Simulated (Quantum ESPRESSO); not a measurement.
# Voltage at the next charge: Rh(111), 5 layers against an electrode

Method. Quantum ESPRESSO 7.5, PBE, GBRV ultrasoft; ESM with bc3, a metal electrode 5.99 Å above the top atoms; cell area 6.253 Å²; ions fixed. V is the potential energy of an electron at the electrode over the slab's Fermi level, divided by e, so that it equals the work function at zero charge; positive charge removes electrons.

| charge (e a cell) | V (V) |
| --- | --- |
| 0 | 5.173 |
| 0.0094 | 6.358 |
| 0.0188 | 7.554 |

To predict: What is V at a charge of 0.0375 e, and what capacitance do the rows imply?

**Worked estimate.** The last two rows give dV/dq = (7.554 − 6.358)/(0.0188 − 0.0094) = 127.2 V/e, so C = 1602/(6.253 × 127.2) = 2.01 µF/cm², an effective gap of 8.854/2.01 = 4.40 Å. At constant C, V = 7.554 + 127.2 × 0.0187 = 9.93 V.

What the calculation gave: V = 9.964 V; the estimate misses by −0.03 V, 1.3 % of the step. Over the three intervals C goes 2.03, 2.01 and 1.99 µF/cm².

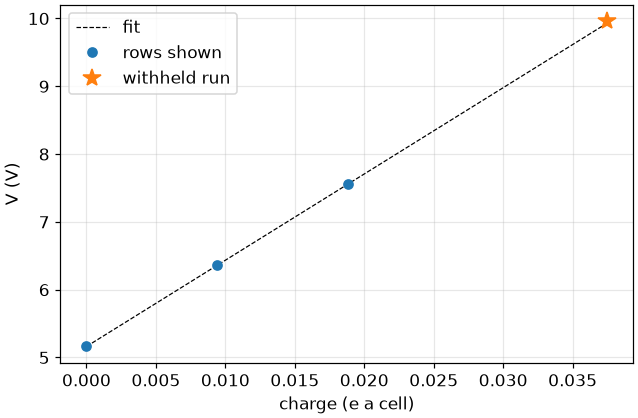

The rows shown, the fit and the withheld run.

**Limits.** Vacuum fills the gap; a dielectric or electrolyte would change C. The slab is thin.
